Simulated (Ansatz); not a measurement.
Run report: C₂H₁₁AlOSi₂, geometry relaxation (part 3 of 3)

Continued. System: C₂H₁₁AlOSi₂. Method: RKS B3LYP-D4/6-31G (Ansatz 0.2.0). It belongs to a series of runs on one base structure; here: end point B relaxed.

Geometry of the input (Å):
```
C  -1.9884  -0.7935  0.8183
O  -0.7548  -1.0660  1.2781
Si 0.3255  -1.0183  -0.0642
C  1.8714  -2.1382  0.3152
Al 1.1770  1.1689  -0.3590
Si -0.3092  2.9440  -0.8862
H  -2.3711  -1.5048  0.0798
H  -2.0344  0.2907  0.3616
H  -2.7342  -0.7441  1.7079
H  -0.2304  -1.4910  2.0023
H  2.5059  -2.1193  -0.5046
H  1.4465  -3.1777  0.4712
H  2.2540  -1.7853  1.2313
H  2.7101  1.4831  -0.1624
H  0.0921  3.5102  -2.1628
H  -1.6709  2.4384  -0.9832
H  -0.2513  3.9803  0.1690
```

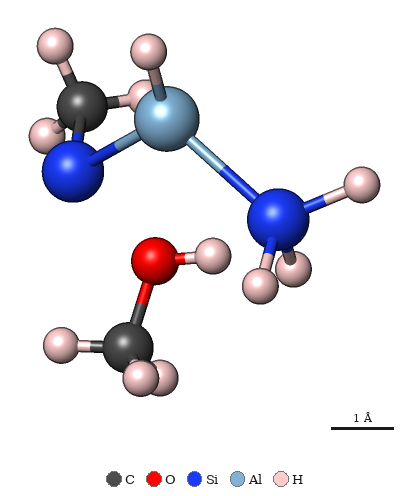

Figure 1. The geometry at step 25 of the log (ball-and-stick view, seen at a tilt).

### Trajectory as extended XYZ, continued
```
17
Properties=species:S:1:pos:R:3:forces:R:3 step=19 energy=-26649.39302
C    -2.1787   -0.8653    0.4709    0.1472   0.0847   0.0583
O    -0.7413   -0.7800    0.8183   -0.1160   0.0523   0.0654
Si    0.7232   -1.2529   -0.5471    0.0004   0.0171   0.0422
C     1.8244   -2.2097    0.7693   -0.0111  -0.0201  -0.0160
Al    1.5052    1.0629   -0.8911    0.0158  -0.0179  -0.0213
Si   -0.1689    2.8461   -0.4034   -0.0796   0.0794   0.0230
H    -2.2108   -1.4839   -0.4258    0.0178   0.0379   0.0168
H    -2.5660    0.1377    0.2655    0.0333  -0.0980   0.0051
H    -2.7213   -1.3471    1.2886    0.0543   0.0416   0.0015
H    -0.5475   -0.2041    1.5857   -0.1120  -0.1255  -0.1960
H     2.8081   -2.3843    0.3123   -0.0087   0.0040   0.0021
H     1.3794   -3.1844    0.9937    0.0011  -0.0001   0.0057
H     1.9872   -1.6679    1.7060   -0.0052   0.0087   0.0115
H     2.7031    1.4888   -1.8946   -0.0253   0.0126   0.0111
H    -0.7108    3.6184   -1.5923    0.0283  -0.0494   0.0762
H    -1.4129    2.3069    0.3007    0.0885   0.0197  -0.0317
H     0.3657    3.8961    0.5555   -0.0288  -0.0469  -0.0539
17
Properties=species:S:1:pos:R:3:forces:R:3 step=20 energy=-26649.39702
C    -2.1762   -0.8676    0.4646    0.1205   0.0544   0.0494
O    -0.7410   -0.7718    0.8099   -0.0926   0.0298   0.0280
Si    0.7258   -1.2524   -0.5480   -0.0069   0.0083   0.0233
C     1.8191   -2.2134    0.7715   -0.0009  -0.0058  -0.0055
Al    1.5079    1.0633   -0.8946    0.0306   0.0004  -0.0049
Si   -0.1633    2.8463   -0.3925   -0.0609   0.0513   0.0261
H    -2.2068   -1.5104   -0.4153    0.0026   0.0392   0.0253
H    -2.5645    0.1287    0.2319    0.0234  -0.0888   0.0063
H    -2.7164   -1.3268    1.2971    0.0430   0.0432  -0.0237
H    -0.5522   -0.1736    1.5590   -0.0792  -0.0783  -0.1241
H     2.8051   -2.3869    0.3190   -0.0080   0.0016   0.0046
H     1.3729   -3.1887    0.9921   -0.0009   0.0083   0.0006
H     1.9768   -1.6729    1.7103   -0.0061   0.0009   0.0012
H     2.7000    1.4988   -1.8995   -0.0176   0.0022   0.0034
H    -0.7340    3.5997   -1.5783    0.0121  -0.0455   0.0605
H    -1.3836    2.2914    0.3380    0.0540   0.0282  -0.0260
H     0.3682    3.9137    0.5471   -0.0131  -0.0493  -0.0444
17
Properties=species:S:1:pos:R:3:forces:R:3 step=21 energy=-26649.40284
C    -2.1646   -0.8657    0.4354   -0.1357  -0.1054  -0.0267
O    -0.7377   -0.7294    0.7685    0.0813   0.1614   0.1476
Si    0.7360   -1.2416   -0.5609    0.0551  -0.0037   0.0000
C     1.7977   -2.2145    0.7747    0.0010  -0.0083   0.0328
Al    1.5469    1.0680   -0.8881   -0.0682  -0.0351  -0.0361
Si   -0.1641    2.8060   -0.3433    0.0017   0.0621  -0.0017
H    -2.1940   -1.6063   -0.3745   -0.0372   0.2067   0.2304
H    -2.5572    0.1020    0.0928    0.0386  -0.2329   0.0727
H    -2.6954   -1.2298    1.3283    0.0668   0.1045  -0.2870
H    -0.5681   -0.0431    1.4449   -0.0314  -0.1136  -0.1388
H     2.7919   -2.3909    0.3416   -0.0137  -0.0030   0.0105
H     1.3420   -3.1880    0.9854    0.0086   0.0201  -0.0036
H     1.9369   -1.6748    1.7182   -0.0119  -0.0218  -0.0411
H     2.7095    1.5349   -1.9084    0.0069   0.0135   0.0063
H    -0.8578    3.4848   -1.5115    0.0303  -0.0600   0.1020
H    -1.3031    2.2411    0.5086    0.0802   0.0485  -0.0371
H     0.4190    3.9247    0.5005   -0.0725  -0.0330  -0.0303
17
Properties=species:S:1:pos:R:3:forces:R:3 step=22 energy=-26649.41044
C    -2.1592   -0.8768    0.4141   -0.1182  -0.0547  -0.0541
O    -0.7347   -0.6939    0.7456    0.0360   0.1995   0.1778
Si    0.7446   -1.2493   -0.5633   -0.0169  -0.0155  -0.0338
C     1.7894   -2.2226    0.7852    0.0260   0.0342   0.0324
Al    1.5423    1.0594   -0.9163    0.0602   0.0108   0.0442
Si   -0.1341    2.8100   -0.3042   -0.1570   0.1055  -0.0072
H    -2.1765   -1.6628   -0.3526    0.0037   0.2291   0.2246
H    -2.5704    0.0621    0.0142    0.0726  -0.2470   0.1061
H    -2.6891   -1.1984    1.3218    0.0627   0.0854  -0.2374
H    -0.5803    0.0470    1.3708   -0.0780  -0.2051  -0.2207
H     2.7855   -2.4108    0.3614   -0.0183  -0.0035   0.0089
H     1.3233   -3.1903    0.9994   -0.0016   0.0220  -0.0160
H     1.9244   -1.6772    1.7254   -0.0073  -0.0143  -0.0276
H     2.6999    1.5384   -1.9370   -0.0158  -0.0020  -0.0084
H    -0.9183    3.4263   -1.4560    0.0812  -0.0709   0.1399
H    -1.2254    2.2365    0.6093    0.0908   0.0285  -0.0454
H     0.4165    3.9799    0.4946   -0.0199  -0.1020  -0.0833
17
Properties=species:S:1:pos:R:3:forces:R:3 step=23 energy=-26649.42073
C    -2.1656   -0.8961    0.3969   -0.0140   0.0505  -0.1011
O    -0.7443   -0.6516    0.7229   -0.0731   0.1884   0.1494
Si    0.7380   -1.2451   -0.5723    0.0213   0.0071   0.0064
C     1.7792   -2.2055    0.7883   -0.0035  -0.0109   0.0198
Al    1.5654    1.0537   -0.9121    0.0281   0.0237  -0.0602
Si   -0.1150    2.7914   -0.2739   -0.1176   0.1310  -0.0005
H    -2.1613   -1.7298   -0.3158    0.0362   0.2164   0.1723
H    -2.6021    0.0020   -0.0666    0.1094  -0.2406   0.1288
H    -2.6950   -1.1712    1.3152    0.0400   0.0521  -0.1046
H    -0.6109    0.1502    1.2792   -0.1239  -0.2846  -0.2606
H     2.7744   -2.4066    0.3680   -0.0196   0.0017   0.0005
H     1.3055   -3.1670    1.0119    0.0080   0.0044   0.0019
H     1.9157   -1.6505    1.7215   -0.0119   0.0002  -0.0131
H     2.7032    1.5390   -1.9527   -0.0080   0.0021   0.0166
H    -0.9831    3.3761   -1.3849    0.1070  -0.1082   0.1721
H    -1.1331    2.2046    0.7192    0.0823   0.0705  -0.0659
H     0.4668    3.9839    0.4674   -0.0607  -0.1039  -0.0618
17
Properties=species:S:1:pos:R:3:forces:R:3 step=24 energy=-26649.43202
C    -2.1722   -0.9252    0.3874    0.0289   0.0723  -0.1553
O    -0.7583   -0.6230    0.7013   -0.0579   0.2934   0.1301
Si    0.7333   -1.2315   -0.5816    0.0185  -0.0177  -0.0144
C     1.7622   -2.1917    0.7886   -0.0008  -0.0142   0.0025
Al    1.5917    1.0577   -0.9305    0.0029  -0.0272   0.0164
Si   -0.0822    2.7806   -0.2352   -0.1209   0.1523   0.0049
H    -2.1439   -1.8081   -0.2619    0.0175   0.2223   0.1482
H    -2.6271   -0.0742   -0.1439    0.1149  -0.2447   0.1474
H    -2.7005   -1.1426    1.3195    0.0216   0.0320  -0.0570
H    -0.6517    0.2356    1.1791   -0.1178  -0.3536  -0.2378
H     2.7577   -2.3998    0.3732   -0.0089   0.0008   0.0008
H     1.2833   -3.1499    1.0141   -0.0006   0.0048   0.0031
H     1.8963   -1.6327    1.7190   -0.0137   0.0097  -0.0020
H     2.7249    1.5510   -1.9719   -0.0286   0.0083   0.0185
H    -1.0206    3.2994   -1.3165    0.0855  -0.0608   0.1267
H    -1.0505    2.2250    0.8259    0.0920  -0.0073  -0.0719
H     0.4954    4.0068    0.4456   -0.0323  -0.0705  -0.0603
17
Properties=species:S:1:pos:R:3:forces:R:3 step=25 energy=-26649.43451
C    -2.1680   -0.9455    0.3783   -0.0354  -0.0094  -0.1752
O    -0.7648   -0.5757    0.6584   -0.0491   0.3669   0.0740
Si    0.7305   -1.2317   -0.5999   -0.0195   0.0240   0.0251
C     1.7367   -2.1860    0.7911    0.0105   0.0072   0.0083
Al    1.6050    1.0569   -0.9247    0.0686   0.0582  -0.0960
Si   -0.0475    2.7946   -0.2125   -0.1137  -0.0643   0.0048
H    -2.1159   -1.8916   -0.1813   -0.0276   0.3438   0.2007
H    -2.6453   -0.1630   -0.2390    0.1403  -0.3106   0.2359
H    -2.6889   -1.0796    1.3339    0.0383   0.0297  -0.1817
H    -0.6892    0.3430    1.0298   -0.0778  -0.4473  -0.1689
H     2.7357   -2.4034    0.3896   -0.0021  -0.0056   0.0047
H     1.2505   -3.1392    1.0216   -0.0068   0.0024  -0.0043
H     1.8605   -1.6160    1.7161   -0.0142   0.0035  -0.0036
H     2.7277    1.5714   -1.9643    0.0186  -0.0181   0.0057
H    -1.1004    3.2391   -1.2174    0.0969  -0.0611   0.1178
H    -0.8916    2.1518    0.9119    0.0049   0.1354  -0.0439
H     0.5027    4.0524    0.4208   -0.0319  -0.0547  -0.0034
17
Properties=species:S:1:pos:R:3:forces:R:3 step=26 energy=-26649.44649
C    -2.1626   -0.9557    0.3820   -0.0126  -0.0406  -0.0880
O    -0.7644   -0.5637    0.6422   -0.0558   0.1882   0.0015
Si    0.7333   -1.2223   -0.6100    0.0109   0.0129  -0.0002
C     1.7292   -2.1808    0.7853    0.0019  -0.0091   0.0112
Al    1.6203    1.0615   -0.9338    0.0013  -0.0525  -0.0077
Si   -0.0495    2.7728   -0.1946   -0.0964   0.0863   0.0388
H    -2.1035   -1.9120   -0.1478   -0.0294   0.1847   0.1089
H    -2.6511   -0.2028   -0.2525    0.0732  -0.1583   0.1298
H    -2.6801   -1.0675    1.3402    0.0318   0.0156  -0.1127
H    -0.7013    0.3574    0.9916   -0.0151  -0.1972  -0.0337
H     2.7316   -2.3986    0.3924   -0.0078  -0.0027   0.0047
H     1.2391   -3.1338    1.0087    0.0013   0.0009   0.0022
H     1.8445   -1.6132    1.7131   -0.0132   0.0046  -0.0101
H     2.7506    1.5684   -1.9685   -0.0155   0.0251   0.0115
H    -1.0940    3.2211   -1.1981    0.0505  -0.0272   0.0262
H    -0.9257    2.2150    0.9477    0.0815  -0.0205  -0.0704
H     0.5215    4.0316    0.4144   -0.0066  -0.0102  -0.0121
17
Properties=species:S:1:pos:R:3:forces:R:3 step=27 energy=-26649.45134
C    -2.1636   -0.9672    0.3908    0.0600  -0.0103  -0.0080
O    -0.7671   -0.5666    0.6393   -0.0605   0.0160  -0.0408
Si    0.7352   -1.2118   -0.6133   -0.0073  -0.0165  -0.0191
C     1.7206   -2.1788    0.7837    0.0102  -0.0008   0.0039
Al    1.6250    1.0702   -0.9400    0.0020  -0.0035   0.0221
Si   -0.0400    2.7878   -0.2025   -0.0101   0.0116   0.0364
H    -2.1037   -1.9165   -0.1387   -0.0093  -0.0040   0.0078
H    -2.6620   -0.2218   -0.2338    0.0015  -0.0038   0.0054
H    -2.6744   -1.0849    1.3482    0.0051   0.0018   0.0039
H    -0.7077    0.3418    1.0064    0.0164   0.0164   0.0252
H     2.7264   -2.3947    0.3987   -0.0068  -0.0019   0.0066
H     1.2285   -3.1330    0.9981   -0.0012   0.0048  -0.0004
H     1.8269   -1.6156    1.7151   -0.0076   0.0045  -0.0058
H     2.7550    1.5875   -1.9695   -0.0051  -0.0016   0.0025
H    -1.0687    3.2338   -1.2177   -0.0050  -0.0023   0.0115
H    -0.9127    2.2042    0.9242    0.0243   0.0031  -0.0343
H     0.5201    4.0432    0.4233   -0.0064  -0.0134  -0.0168
17
Properties=species:S:1:pos:R:3:forces:R:3 step=28 energy=-26649.45279
C    -2.1603   -0.9740    0.3917    0.0555   0.0080   0.0114
O    -0.7662   -0.5570    0.6212   -0.0589  -0.0056  -0.0403
Si    0.7369   -1.2105   -0.6258   -0.0157  -0.0073  -0.0021
C     1.7107   -2.1729    0.7826    0.0113  -0.0043   0.0027
Al    1.6319    1.0709   -0.9404    0.0024   0.0077  -0.0015
Si   -0.0325    2.7877   -0.1985   -0.0001  -0.0028   0.0149
H    -2.0988   -1.9277   -0.1284    0.0025  -0.0203  -0.0015
H    -2.6730   -0.2402   -0.2343   -0.0055   0.0086  -0.0046
H    -2.6594   -1.0867    1.3556   -0.0022  -0.0015   0.0088
H    -0.7101    0.3519    0.9885    0.0142   0.0114   0.0156
H     2.7194   -2.3933    0.4084   -0.0062  -0.0011   0.0070
H     1.2144   -3.1245    0.9982    0.0000   0.0011   0.0004
H     1.8087   -1.6039    1.7114   -0.0032   0.0013  -0.0039
H     2.7616    1.5907   -1.9682    0.0034   0.0013   0.0024
H    -1.0756    3.2251   -1.2018   -0.0035  -0.0002  -0.0037
H    -0.8928    2.1950    0.9308    0.0094   0.0072  -0.0022
H     0.5230    4.0468    0.4215   -0.0036  -0.0036  -0.0034
17
Properties=species:S:1:pos:R:3:forces:R:3 step=29 energy=-26649.45407
C    -2.1571   -0.9936    0.3947    0.0259   0.0321   0.0174
O    -0.7697   -0.5396    0.5852   -0.0568  -0.0082  -0.0291
Si    0.7388   -1.2047   -0.6477   -0.0207  -0.0005   0.0060
C     1.6908   -2.1624    0.7802    0.0142   0.0005   0.0056
Al    1.6467    1.0763   -0.9458   -0.0044   0.0070  -0.0053
Si   -0.0148    2.7910   -0.1894    0.0077  -0.0134  -0.0080
H    -2.0877   -1.9575   -0.1057    0.0192  -0.0086  -0.0008
H    -2.7008   -0.2848   -0.2356    0.0074  -0.0098   0.0132
H    -2.6328   -1.0970    1.3722   -0.0010   0.0009  -0.0109
H    -0.7225    0.3715    0.9511    0.0128  -0.0135  -0.0003
H     2.7055   -2.3900    0.4265   -0.0116   0.0041   0.0056
H     1.1872   -3.1104    0.9954   -0.0004  -0.0018  -0.0024
H     1.7729   -1.5854    1.7057    0.0049  -0.0047  -0.0034
H     2.7788    1.6027   -1.9671    0.0092   0.0025   0.0014
H    -1.0806    3.2065   -1.1785   -0.0007   0.0007  -0.0016
H    -0.8488    2.1948    0.9566   -0.0103   0.0018   0.0104
H     0.5319    4.0600    0.4147    0.0046   0.0109   0.0021
17
Properties=species:S:1:pos:R:3:forces:R:3 step=30 energy=-26649.45445
C    -2.1562   -1.0024    0.3973    0.0037   0.0148   0.0087
O    -0.7735   -0.5330    0.5700   -0.0208  -0.0037  -0.0135
Si    0.7371   -1.2027   -0.6557   -0.0116   0.0035   0.0042
C     1.6832   -2.1584    0.7785    0.0037  -0.0001   0.0068
Al    1.6515    1.0783   -0.9469   -0.0071   0.0001  -0.0051
Si   -0.0076    2.7932   -0.1862    0.0054  -0.0041  -0.0118
H    -2.0805   -1.9694   -0.0964    0.0094  -0.0062  -0.0032
H    -2.7139   -0.3045   -0.2328    0.0033  -0.0088   0.0102
H    -2.6218   -1.1043    1.3798   -0.0030   0.0007  -0.0078
H    -0.7287    0.3767    0.9389    0.0134  -0.0039  -0.0005
H     2.6996   -2.3868    0.4313   -0.0059   0.0037   0.0003
H     1.1781   -3.1060    0.9922    0.0012  -0.0016  -0.0010
H     1.7600   -1.5801    1.7037    0.0047  -0.0035  -0.0025
H     2.7876    1.6074   -1.9626    0.0073   0.0017   0.0032
H    -1.0784    3.2030   -1.1724    0.0003   0.0006  -0.0045
H    -0.8379    2.1999    0.9642   -0.0057   0.0016   0.0113
H     0.5393    4.0664    0.4093    0.0015   0.0052   0.0053
17
Properties=species:S:1:pos:R:3:forces:R:3 step=31 energy=-26649.45468
C    -2.1569   -1.0105    0.4005   -0.0039  -0.0029  -0.0012
O    -0.7777   -0.5291    0.5586   -0.0054   0.0006   0.0013
Si    0.7337   -1.2023   -0.6617   -0.0047   0.0027   0.0018
C     1.6779   -2.1553    0.7767   -0.0029   0.0013   0.0031
Al    1.6527    1.0789   -0.9475   -0.0009  -0.0012  -0.0012
Si   -0.0022    2.7972   -0.1858    0.0009   0.0039   0.0004
H    -2.0758   -1.9788   -0.0906    0.0013   0.0010  -0.0018
H    -2.7267   -0.3204   -0.2269    0.0023  -0.0029   0.0042
H    -2.6141   -1.1140    1.3866    0.0015   0.0013  -0.0004
H    -0.7328    0.3786    0.9316    0.0045   0.0012  -0.0022
H     2.6947   -2.3832    0.4310    0.0034  -0.0003  -0.0028
H     1.1735   -3.1033    0.9904    0.0011   0.0008  -0.0008
H     1.7538   -1.5765    1.7015    0.0015  -0.0008  -0.0008
H     2.7973    1.6096   -1.9535    0.0023  -0.0008   0.0036
H    -1.0728    3.2042   -1.1737    0.0003   0.0006  -0.0004
H    -0.8319    2.2099    0.9688   -0.0032  -0.0039  -0.0003
H     0.5451    4.0724    0.4063    0.0019  -0.0007  -0.0023
```

### Results in brief

```tsv
quantity	value
outcome	converged
total energy	−26649.4550 eV
mean-field energy	−26648.7844 eV
largest force (length of the vector) at the end	0.006 eV/Å
hardware	2 threads of Arm Neoverse V2, 24 GiB of memory available, shared host
wall time	2 min (CPU time 3.9 min)
peak memory	0.24 GiB
```
